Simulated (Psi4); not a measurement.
# UPBE/def2-SVPD run of GaHClO (SMILES [O][GaH][Cl])

What is the vertical electron affinity of GaHClO at UPBE/def2-SVPD? 

The results are computed with Psi4 1.11.

## Step 1: Starting point

GaHClO: 4 atoms, total charge 0, spin state doublet. As SMILES, `[O][GaH][Cl]`. The shape is that of a PBE0-D4/def2-TZVP optimisation.

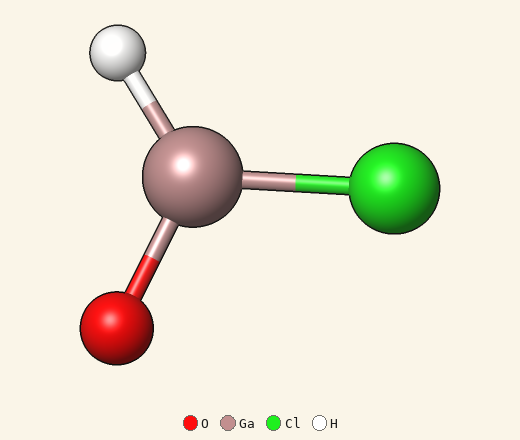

Viewed from a chosen angle; oxygen red, gallium pink, chlorine green, hydrogen white.

## Step 2: The energy at UPBE/def2-SVPD

Input file job.py:

```python
import psi4

psi4.set_memory(2200000000)
psi4.set_num_threads(1)
psi4.set_output_file('run.log', False)

geom = psi4.geometry("""
0 2
O     -3.28774551    -0.22242076    -0.40099988
Ga     0.05839254     0.27268748    -0.11565124
Cl     1.98553524    -2.94287049     1.33943788
H      1.34869754     2.77884227    -0.86114819
units au
symmetry c1
""")

psi4.set_options({
    'basis': 'def2-SVPD',
    'reference': 'uks',
    'puream': True,
    'e_convergence': 1e-09,
    'd_convergence': 1e-08,
    'scf_type': 'pk',
    'dft_radial_points': 99,
    'dft_spherical_points': 590,
    'maxiter': 100,
})

e, wfn = psi4.energy("PBE", molecule=geom, return_wfn=True)
psi4.oeprop(wfn, "DIPOLE", "MULLIKEN_CHARGES", "WIBERG_LOWDIN_INDICES")
print(f'PBE energy: {e:.10f} Eh')
```

Launch:

```bash
$ python job.py
```

run.log:

```text
[...]
  Running in c1 symmetry.
[...]
  Nuclear repulsion =  240.936455086215517
[...]
  Multiplicity = 2
[...]
  Nalpha       = 29
  Nbeta        = 28
[...]
    Number of basis functions: 96
[...]
   @UKS iter   1: -2457.35805665252065   -7.34020e-01   2.92992e-02 DIIS/ADIIS
[...]
   @UKS iter  18: -2459.87083537888520   -1.81899e-12   4.02925e-09 DIIS
[...]
   @S^2 Observed:                7.539389911E-01
[...]
    Orbital Energies [Eh]
    ---------------------
    Alpha Occupied:
       1A   -370.956693     2A   -100.661106     3A    -45.373930
       4A    -40.231424     5A    -40.228571     6A    -40.227582
       7A    -18.830128     8A     -9.194179     9A     -7.022665
      10A     -7.016019    11A     -7.015070    12A     -5.323360
      13A     -3.656208    14A     -3.649517    15A     -3.646346
      16A     -0.888481    17A     -0.803513    18A     -0.786312
      19A     -0.785658    20A     -0.783613    21A     -0.768735
      22A     -0.737139    23A     -0.437228    24A     -0.374402
      25A     -0.340054    26A     -0.326557    27A     -0.316087
      28A     -0.295447    29A     -0.293955
    Alpha Virtual:
[...]
  @UKS Final Energy: -2459.87083537888520
   => Energetics <=
    Nuclear Repulsion Energy =            240.9364550862155170
    One-Electron Energy =               -3901.7631015639590260
    Two-Electron Energy =                1312.5506008310983361
    DFT Exchange-Correlation Energy =    -111.5947897322402156
    Empirical Dispersion Energy =           0.0000000000000000
    VV10 Nonlocal Energy =                  0.0000000000000000
    Total Energy =                      -2459.8708353788852037
[...]
 Multipole Moments:
 ------------------------------------------------------------------------------------
     Multipole            Electronic (a.u.)      Nuclear  (a.u.)        Total (a.u.)
 ------------------------------------------------------------------------------------
 L = 1.  Multiply by 2.5417464519 to convert [e a0] to [Debye]
 Dipole X            :          0.3703466            0.1307370            0.5010836
 Dipole Y            :          1.1840848           -0.5616012            0.6224836
 Dipole Z            :         -0.3835478            0.2243643           -0.1591835
 Magnitude           :                                                    0.8148067
[...]
  Mulliken Charges: (a.u.)
   Center  Symbol    Alpha    Beta     Spin     Total
       1     O     4.73400  3.74851  0.98549 -0.48251
       2    GA    15.02928 15.07599 -0.04671  0.89473
       3    CL     8.76712  8.72883  0.03830 -0.49595
       4     H     0.46960  0.44667  0.02292  0.08373
   Total alpha = 29.00000, Total beta = 28.00000, Total charge = -0.00000
  Wiberg Bond Indices using Orthogonal Lowdin Orbitals:
  Total Bond Index:
  Irrep: 1 Size: 4 x 4
[...]
```

On the terminal:

```text
PBE energy: -2459.8708353789 Eh
```

Run time: 25 s. Hardware: 1 thread of Intel Xeon Platinum 8259CL at 2.50GHz (Skylake/Cascade Lake), shared host; peak memory 0.9 GiB.

## Step 3: The singlet anion at the same level

Input file input.in:

```
memory 2200 mb

molecule mol {
  -1 1
  O     -1.739800    -0.117700    -0.212200
  Ga     0.030900     0.144300    -0.061200
  Cl     1.050700    -1.557300     0.708800
  H      0.713700     1.470500    -0.455700
  units angstrom
  symmetry c1
}

set {
  basis                def2-SVPD
  puream               true
  e_convergence        1e-09
  d_convergence        1e-08
  scf_type             pk
  dft_radial_points    99
  dft_spherical_points 590
}

e_tot, wfn = energy('pbe', return_wfn=True)
oeprop(wfn, 'DIPOLE', 'MULLIKEN_CHARGES', 'WIBERG_LOWDIN_INDICES')
```

Launch:

```bash
$ psi4 input.in input.out -n 1
```

input.out:

```text
[...]
  Running in c1 symmetry.
[...]
  Nuclear repulsion =  240.936454910321658
[...]
  Multiplicity = 1
[...]
  Nalpha       = 29
  Nbeta        = 29
[...]
    Number of basis functions: 96
[...]
   @RKS iter   1: -2457.67132846429649   -1.04729e+00   2.90085e-02 DIIS/ADIIS
[...]
   @RKS iter  15: -2459.98057354672028   -5.32054e-11   9.95016e-09 DIIS
[...]
    Orbital Energies [Eh]
    ---------------------
    Doubly Occupied:
       1A   -370.713198     2A   -100.462831     3A    -45.130702
       4A    -39.988481     5A    -39.985395     6A    -39.983984
       7A    -18.495914     8A     -8.996881     9A     -6.823889
      10A     -6.819267    11A     -6.818336    12A     -5.080282
      13A     -3.413285    14A     -3.407188    15A     -3.401874
      16A     -0.582707    17A     -0.576758    18A     -0.544618
      19A     -0.543514    20A     -0.540005    21A     -0.525900
      22A     -0.491432    23A     -0.220761    24A     -0.143416
      25A     -0.122654    26A     -0.114672    27A     -0.042243
      28A     -0.005112    29A      0.015317
[...]
  @RKS Final Energy: -2459.98057354672028
   => Energetics <=
    Nuclear Repulsion Energy =            240.9364549103216575
    One-Electron Energy =               -3915.3511124802598715
    Two-Electron Energy =                1326.2674461872534266
    DFT Exchange-Correlation Energy =    -111.8333621640354067
    Empirical Dispersion Energy =           0.0000000000000000
    VV10 Nonlocal Energy =                  0.0000000000000000
    Total Energy =                      -2459.9805735467202794
[...]
 Multipole Moments:
 ------------------------------------------------------------------------------------
     Multipole            Electronic (a.u.)      Nuclear  (a.u.)        Total (a.u.)
 ------------------------------------------------------------------------------------
 L = 1.  Multiply by 2.5417464519 to convert [e a0] to [Debye]
 Dipole X            :          1.6823929            0.1307370            1.8131299
 Dipole Y            :          0.7686355           -0.5616012            0.2070343
 Dipole Z            :         -0.0469449            0.2243643            0.1774194
 Magnitude           :                                                    1.8335160
[...]
  Mulliken Charges: (a.u.)
   Center  Symbol    Alpha    Beta     Spin     Total
       1     O     4.50633  4.50633  0.00000 -1.01266
       2    GA    15.17729 15.17729  0.00000  0.64542
       3    CL     8.83129  8.83129  0.00000 -0.66257
       4     H     0.48509  0.48509  0.00000  0.02981
   Total alpha = 29.00000, Total beta = 29.00000, Total charge = -1.00000
  Wiberg Bond Indices using Orthogonal Lowdin Orbitals:
[...]
```

It took 16 s on 1 thread of Intel Xeon Platinum 8259CL at 2.50GHz (Skylake/Cascade Lake), shared host; peak memory 0.9 GiB.

## Step 4: Outcome

Level: UPBE/def2-SVPD.

| quantity | value |
| --- | --- |
| doublet GaHClO: total energy | -2459.87084 Eh |
| doublet GaHClO: dipole moment | 2.07 D |
| doublet GaHClO: HOMO energy (highest over α and β) | -7.53 eV |
| doublet GaHClO: LUMO energy (lowest over α and β) | -6.46 eV |
| doublet GaHClO: ⟨S²⟩ | 0.754 |
| singlet anion: total energy | -2459.98057 Eh |
| singlet anion: HOMO energy | 0.42 eV |
| singlet anion: LUMO energy | 3.26 eV |
| singlet anion: HOMO–LUMO gap (to an unbound level, set by the basis) | 2.84 eV |
| vertical electron affinity (to the singlet anion) | 2.986 eV |

What this shows: At fixed nuclei the extra electron is bound by 2.99 eV (288 kJ/mol). Mulliken charges (doublet GaHClO) run from -0.50 on Cl3 to +0.89 on Ga2; in a basis this large or diffuse they mean little. Mulliken charges (singlet anion) run from -1.01 on O1 to +0.65 on Ga2; in a basis this large or diffuse they mean little. The HOMO (singlet anion) lies at positive energy, 0.42 eV, as semi-local functionals often give for anions; only total energies tell whether the electron is bound.
